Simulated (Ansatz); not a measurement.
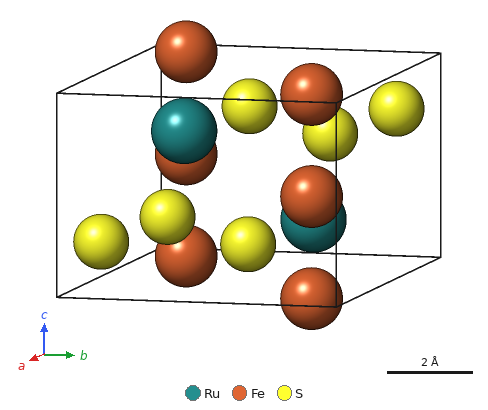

This spheres-only model is shown slightly off an axis. Atoms at the boundary of the simulation cell (the box) are drawn once for each face, edge or corner they touch.

```
CELL_PARAMETERS angstrom
4.29142 5.22159 0.00000
4.29142 -5.22159 0.00000
0.00000 0.00000 -4.94271
ATOMIC_POSITIONS crystal
Ru 0.66840 0.33160 0.75000
Ru 0.33160 0.66840 0.25000
Fe 0.85820 0.85820 0.00000
Fe 0.14180 0.14180 0.50000
Fe 0.14180 0.14180 0.00000
Fe 0.85820 0.85820 0.50000
S 0.11550 0.88450 0.75000
S 0.88450 0.11550 0.25000
S 0.62340 0.83700 0.75000
S 0.37660 0.16300 0.25000
S 0.83700 0.62340 0.25000
S 0.16300 0.37660 0.75000
```

Results below were computed with DFT, PAW plane waves, PBE (Ansatz); the settings were a 420 eV plane-wave basis, k-point mesh 5×5×7, Fermi-Dirac smearing of 0.1 eV, no spin polarisation (a spin-restricted run, not always the ground state).

How charged are the atoms, by the Bader scheme?

Answer. Fe +0.58 e; Ru +0.44 e; S -0.56 to -0.52 e.

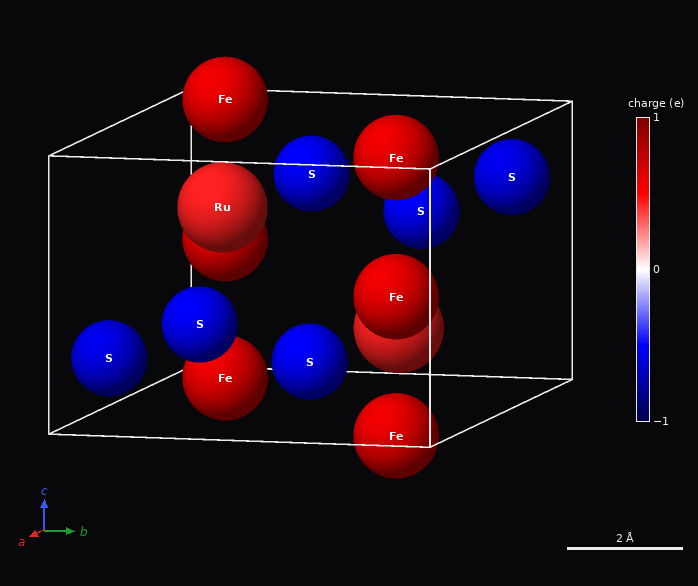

The atoms coloured by those charges.

Provenance: a generated cell, made by putting these elements into a known structure type (the compound may or may not exist in this form); not relaxed. It went into a calculation with Ansatz.

At this level of theory the cell isn't at rest (compressed, at 6 GPa and forces up to 2.9 eV/Å), so its distances can differ from those at equilibrium, the more so the softer the solid.
